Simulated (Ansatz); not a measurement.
# The perfect GaP wire along [111], 14 atoms a period, H-terminated, part 2 of 2

Wanted: the relaxed geometry and the bands of the GaP wire along [111], 14 atoms a period, H-terminated.

Ansatz 0.2.0; DFT PBE, plane waves, PAW; relaxation of a wire's period; PAW set soft_1 (the session's first sound run).

So far. Step 2 (Relaxing the period): The cell's length comes to 9.520 Å with spin left out.

## (3) Bands of the perfect wire

This step: DFT PBE, plane waves, PAW; bands of a perfect wire; PAW set soft_1 (Ansatz 0.2.0).

At the relaxed period the bands are computed along the axis; those that cross an energy going forward count the channels that a perfect wire would open there.

input.yaml reads:

```yaml
crystal:
  lattice:
    - [13.276, 0.0, 0.0]
    - [0.0, 14.137, 0.0]
    - [0.0, 0.0, 9.5204657925]
  atoms:
    - { symbol: Ga, position: [0.346529213, 0.421718441, 0.988586679] }
    - { symbol: Ga, position: [0.50001083, 0.671423248, 0.988574977] }
    - { symbol: P, position: [0.359279315, 0.428695832, 0.243925806] }
    - { symbol: P, position: [0.50001083, 0.657639564, 0.243903072] }
    - { symbol: P, position: [0.640742345, 0.428695832, 0.243925806] }
    - { symbol: H, position: [0.249253495, 0.640903856, 0.285053559] }
    - { symbol: H, position: [0.50001083, 0.233102255, 0.28513891] }
    - { symbol: H, position: [0.750768165, 0.640903856, 0.285053559] }
    - { symbol: H, position: [0.273771372, 0.382336102, 0.302423053] }
    - { symbol: H, position: [0.50001083, 0.750378169, 0.302335061] }
    - { symbol: H, position: [0.726250288, 0.382336102, 0.302423053] }
    - { symbol: Ga, position: [0.348248405, 0.58731783, 0.322802974] }
    - { symbol: Ga, position: [0.50001083, 0.340436775, 0.32285075] }
    - { symbol: Ga, position: [0.651773255, 0.58731783, 0.322802974] }
    - { symbol: P, position: [0.361104287, 0.580358231, 0.578042335] }
    - { symbol: P, position: [0.50001083, 0.354401598, 0.578060096] }
    - { symbol: P, position: [0.638917373, 0.580358231, 0.578042335] }
    - { symbol: H, position: [0.27259857, 0.540837739, 0.637944093] }
    - { symbol: H, position: [0.353298155, 0.672115518, 0.637884304] }
    - { symbol: H, position: [0.419305936, 0.30218009, 0.637943732] }
    - { symbol: H, position: [0.580715724, 0.30218009, 0.637943732] }
    - { symbol: H, position: [0.646723505, 0.672115518, 0.637884304] }
    - { symbol: H, position: [0.72742309, 0.540837739, 0.637944093] }
    - { symbol: Ga, position: [0.50001083, 0.505051309, 0.694510456] }
    - { symbol: P, position: [0.50001083, 0.504952592, 0.936097936] }
    - { symbol: H, position: [0.253440543, 0.483135963, 0.944208833] }
    - { symbol: H, position: [0.356692927, 0.315263895, 0.944347285] }
    - { symbol: H, position: [0.396777678, 0.716332115, 0.944192372] }
    - { symbol: H, position: [0.603243982, 0.716332115, 0.944192372] }
    - { symbol: H, position: [0.643328733, 0.315263895, 0.944347285] }
    - { symbol: H, position: [0.746581117, 0.483135963, 0.944208833] }
    - { symbol: Ga, position: [0.653492447, 0.421718441, 0.988586679] }
kpoints:
  mp_grid: { grid: [1, 1, 9] }
  band_path: { path: ["Γ", Z], npoints: 90 }
scf:
  occupations: { method: fermi_dirac, width: 0.05 }
hamiltonian:
  xc: pbe
  pseudopotentials: { kind: paw, azcp: { folder: soft_1 } }
output:
  dos: { e_range: [-5, 4] }
  write_potential: true
  write_density: true
  volumetric_format: npy
```

Started as:

```
$ ansatz run input.yaml --threads 4 --pin off --max-ram 16384MiB --backend cpu --events-out ev --progress --plain --runs-dir out
```

Numbers of over 12 decimals in the logs are rounded to 6 here.

Log:

```text
[...]
Crystal: 32 atoms, lattice volume = 1786.828 Å³
Basis set: ecut = 420 eV, 34953 PW (Γ)
Bands: 104, of which v1, the nominal top of the filled ones, is band 72 counted from 1 (71 counted from 0)
Symmetry: 2 space group operations
[...]
k-points: 5 of 9 (time reversal used)
[...]
SCF iter   1: F=—  HF=-32064.516242 eV  |F-HF|=—  |Δ(HF+E_count)|=         —  Δρ=3.39e-2  dr2=1.94e1  ethr=3.10e-3  ⟨swp⟩=9.2  Hψ=2831  notcnv=0  defer=31
[...]
SCF iter  10: F=-32058.139811 eV  HF=-32058.139811 eV  |F-HF|=1.74e-8  |Δ(HF+E_count)|=   3.49e-7  Δρ=1.03e-6  dr2=2.36e-8  ethr=6.94e-11  ⟨swp⟩=18.4  Hψ=3578  notcnv=0
SCF 1 converged in 10 iterations: F = -32058.139811 eV  dr2 = 2.36e-8
[...]
NSCF: frozen V_eff on 91 k-points
WARN: The output density's exchange-correlation potential varies sharply where the density is thin. Do not read a vacuum level from v_tot or v_xc, or from such a field of the output density. On a cell that repeats whose density bears no net charge and no dipole along the vacuum's axis use v_es (v_loc + v_h of the components); under efield.dipole_correction with no amplitude use v_es + v_field, which holds any externa [...]
SCF converged after 10 iterations
Free energy (F): -32058.139811 eV
[...]
Internal energy: -32058.139811 eV  (E = F + TS)
E sigma→0 (E₀):  -32058.139811 eV
Fermi energy:    -2.061232 eV
[...]
--- Band table (eV; the first three rows and the last of 5) ---
  k-point 0: bands = [... 68 lower, -4.4648, -4.0228, -4.0225, -3.8976, -0.0548, -0.0018, -0.0010, 0.3003, ... 28 higher]
  k-point 1: bands = [... 68 lower, -4.4585, -4.0210, -4.0208, -3.9323, -0.0798, -0.0336, -0.0317, 0.3663, ... 28 higher]
  k-point 2: bands = [... 68 lower, -4.4426, -4.0356, -4.0161, -4.0158, -0.1358, -0.0657, -0.0629, 0.4206, ... 28 higher]
  k-point 4: bands = [... 68 lower, -4.3861, -4.3859, -4.0045, -4.0043, -0.2226, -0.0389, -0.0356, 0.1116, ... 28 higher]
```

It took 7.4 min on 4 threads of Arm Neoverse V1, shared host; peak memory 9.2 GiB.

Reading the cycles: dr2 is the Hartree energy of the density residual (eV), the measure of convergence; HF is the Harris–Foulkes estimate of the energy, which meets the free energy F at convergence.

This step gave:

| Item | Value |
| --- | --- |
| band gap | 3.671 eV |

The electronic bands at the labelled points (eV, zero at the Fermi level; v1 is the highest filled band, c1 the lowest empty one):

```
point     v4     v3     v2     v1    c1    c2    c3    c4
    Γ  -2.40  -1.96  -1.96  -1.84  2.01  2.06  2.06  2.36
    Z  -2.32  -2.32  -1.94  -1.94  1.83  2.03  2.03  2.16
```

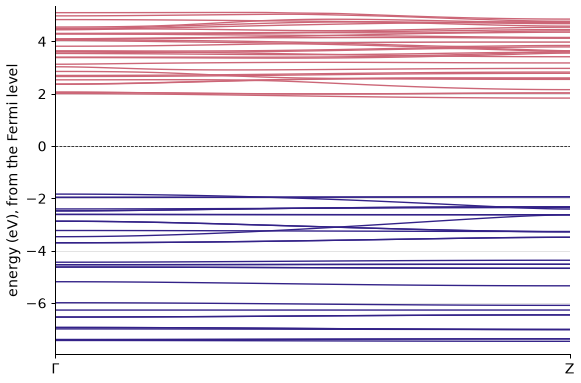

Electronic bands along the path; lines of filled and empty bands in two colours.

The gap is 3.67 eV, with spin left out.

The path shows an indirect gap of 3.67 eV (valence top at Γ, conduction bottom at Z). The least direct gap is 3.78 eV.

## (4) Another level of theory, cutoff 500 eV, k-mesh 1×1×7

This step: DFT r2SCAN, plane waves, PAW; bands of a perfect wire at the PBE geometry; PAW set soft_1 (Ansatz 0.2.0).

The atoms stay at the PBE geometry and the functional changes. r2SCAN also reads the kinetic-energy density; it often gives larger moments and wider gaps than PBE, at a higher cost. Against the first PBE run of this kind, the cutoff is 500 eV against 420 and the mesh along the wire has 7 points against 9.

input.yaml: that of step 3 with these lines changed.

```diff
@@ -39,3 +39,3 @@
 kpoints:
-  mp_grid: { grid: [1, 1, 9] }
+  mp_grid: { grid: [1, 1, 7] }
   band_path: { path: ["Γ", Z], npoints: 90 }
@@ -44,8 +44,3 @@
 hamiltonian:
-  xc: pbe
+  xc: r2scan
   pseudopotentials: { kind: paw, azcp: { folder: soft_1 } }
-output:
-  dos: { e_range: [-5, 4] }
-  write_potential: true
-  write_density: true
-  volumetric_format: npy
```

Log:

```text
[...]
Crystal: 32 atoms, lattice volume = 1786.828 Å³
Basis set: ecut = 500 eV, 45385 PW (Γ), exchange–correlation on 400×432×288 points (64 copies of the dense FFT grid, shifted against one another)
Bands: 104, of which v1, the nominal top of the filled ones, is band 72 counted from 1 (71 counted from 0)
Symmetry: 2 space group operations
[...]
k-points: 4 of 7 (time reversal used)
[...]
SCF iter   1: F=—  HF=-32139.330855 eV  |F-HF|=—  |Δ(HF+E_count)|=         —  Δρ=3.34e-2  dr2=1.77e1  dr2_τ=2.57e-1  ethr=3.10e-3  ⟨swp⟩=9.5  Hψ=2280  notcnv=0  defer=22
[...]
SCF iter  10: F=-32135.272700 eV  HF=-32135.272700 eV  |F-HF|=4.34e-8  |Δ(HF+E_count)|=   3.86e-7  Δρ=9.44e-7  dr2=1.43e-8  dr2_τ=3.84e-10  ethr=6.94e-11  ⟨swp⟩=19.2  Hψ=2779  notcnv=0
SCF 1 converged in 10 iterations: F = -32135.272700 eV  dr2 = 1.43e-8
[...]
SCF converged after 10 iterations
Free energy (F): -32135.272700 eV
[...]
Internal energy: -32135.272700 eV  (E = F + TS)
E sigma→0 (E₀):  -32135.272700 eV
Fermi energy:    -2.087996 eV
[...]
--- Band table (eV) ---
  k-point 0: bands = [... 68 lower, -4.7470, -4.2664, -4.2663, -4.1086, 0.1432, 0.1433, 0.1449, 0.4861, ... 28 higher]
  k-point 1: bands = [... 68 lower, -4.7352, -4.2633, -4.2632, -4.1692, 0.0987, 0.1074, 0.1082, 0.5790, ... 28 higher]
  k-point 2: bands = [... 68 lower, -4.6669, -4.3471, -4.2552, -4.2551, 0.0107, 0.0928, 0.0943, 0.5458, ... 28 higher]
  k-point 3: bands = [... 68 lower, -4.6352, -4.6146, -4.2474, -4.2473, -0.0507, 0.1192, 0.1208, 0.3482, ... 28 higher]
```

Wall time 12 min (4 threads); peak memory 14 GiB; 47 min of CPU time.

Numbers from this step:

- band gap: 4.049 eV

The electronic bands at the labelled points (eV, zero at the Fermi level; v1 is the highest filled band, c1 the lowest empty one):

```
point     v4     v3     v2     v1    c1    c2    c3    c4
    Γ  -2.66  -2.18  -2.18  -2.02  2.23  2.23  2.23  2.57
    Z  -2.54  -2.54  -2.16  -2.16  2.03  2.21  2.22  2.41
```

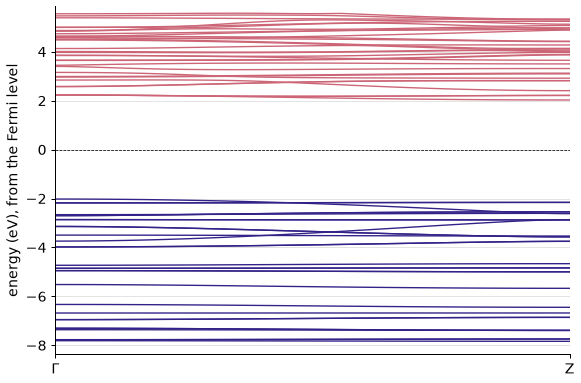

Electronic bands along the path; lines of filled and empty bands in two colours.

The gap is 4.05 eV, against 3.67 eV under PBE at the relaxed period.

## (5) Levels at the same atoms, level HSE06, cutoff 420 eV

This step: DFT HSE06, plane waves, PAW; levels of a perfect wire at the PBE geometry; PAW set soft_1 (Ansatz 0.2.0).

The atoms stay at the PBE geometry and the functional changes. HSE06 mixes in a quarter of short-range exact exchange, which removes part of the self-interaction that closes gaps; it is dear, so the mesh is thinner and no path is run. Against the first PBE run of this kind, the mesh along the wire has 4 points against 9.

input.yaml: that of step 4 with these lines changed.

```diff
@@ -39,4 +39,3 @@
 kpoints:
-  mp_grid: { grid: [1, 1, 7] }
-  band_path: { path: ["Γ", Z], npoints: 90 }
+  mp_grid: { grid: [1, 1, 4] }
 scf:
@@ -44,3 +43,3 @@
 hamiltonian:
-  xc: r2scan
+  xc: hse06
   pseudopotentials: { kind: paw, azcp: { folder: soft_1 } }
```

Log:

```text
[...]
Crystal: 32 atoms, lattice volume = 1786.828 Å³
Basis set: ecut = 420 eV, 34953 PW (Γ)
Bands: 104, of which v1, the nominal top of the filled ones, is band 72 counted from 1 (71 counted from 0)
Symmetry: 2 space group operations
[...]
k-points: 3 of 4 (time reversal used)
[...]
Internal energy: -32065.915306 eV  (E = F + TS)
E sigma→0 (E₀):  -32065.915306 eV
Fermi energy:    -2.146091 eV
[...]
--- Band table (eV) ---
  k-point 0: bands = [... 68 lower, -5.1652, -4.6555, -4.6553, -4.4400, 0.3602]
  k-point 1: bands = [... 68 lower, -5.0590, -4.6446, -4.6444, -4.6347, 0.2499]
  k-point 2: bands = [... 68 lower, -5.0091, -5.0084, -4.6307, -4.6305, 0.1655]
  guard bands above this table: 31 of the run's 104 bands. The solve was not asked for them (output.publish_guard_bands: true or output.eigenvalues: true publishes all)
[key lines of the parts left out:]
Free energy (F): -32065.915306 eV
```

It took 12 min on 4 threads; peak memory 6 GiB.

This step gave:

```yaml
band_gap: 4.606 eV
```

The gap is 4.61 eV, against 3.67 eV under PBE at the relaxed period.

## (6) What came out

| Quantity | Value |
| --- | --- |
| cell length, PBE | 9.520 Å |
| gap, PBE | 3.67 eV |
| gap, r2SCAN | 4.05 eV |
| gap, HSE06 | 4.61 eV |

**Reading.** Under PBE the cell's length is 9.52 Å, and a gap of 3.67 eV makes it a semiconductor. At the relaxed period the wire is gapped under every functional, from 3.67 eV (PBE) to 4.61 eV (HSE06). Weak screening in one dimension makes quasiparticle gaps larger than the semilocal gaps, as a rule. Plain hydrogen on a compound's surface is a simple closure: it may leave surface states, and facets that end in unlike atoms put a field across the wire, both of which shrink the gap. A hybrid's gap is read on a coarse mesh, without a band path.

[Logs are printed without paths, hosts, clocks, repeated set-up lines and the standing remarks that a program may print on its own settings, such as how far it seeks lower states.]

[Hosts, paths, dates, database ids (printed as entryN), source tags and the programs' standing remarks are cut or masked in the printed files.]
